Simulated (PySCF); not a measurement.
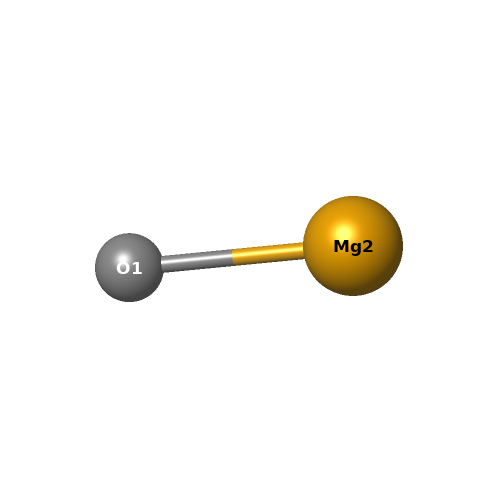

The computed structure is the end point of a PBE0-D3(BJ)/def2-SVP optimisation. No frequency run is at hand to confirm it as a minimum. Method: delta-SCF UKS SCAN, pcX-2 on the ionised atom, pcseg-1 elsewhere, spin-free X2C (PySCF 2.14.0).

Give the core-electron binding energies (to vacuum) of O1 1s, Mg2 1s.

| atom | level | binding energy (eV) |
| --- | --- | --- |
| O1 | 1s | 533.1 |
| Mg2 | 1s | 1312.5 |
